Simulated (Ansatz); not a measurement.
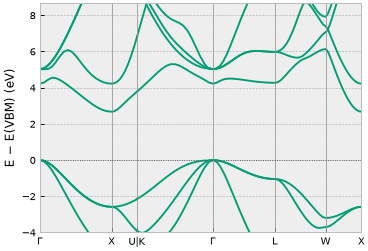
Band structure from DFT-PBE in the program Ansatz with PAW potentials

### Question
Read off the gap and where the band edges lie.

### Answer
About 2.7 eV (2.67 eV by a search for the band edges); maximum at Γ, minimum at X.

### Question
Pick the material that matches.
A. BeSe, zinc blende
B. BeTe, zinc blende
C. AlN, zinc blende
D. CuI, zinc blende

### Answer
A, BeSe, zinc blende

Space group F-43m (zinc blende). The PBE relaxation kept the symmetry of its start. Scalar-relativistic: spin–orbit coupling is off unless named, which matters more the heavier the elements.

Potentials: the later of the program's two PAW sets.
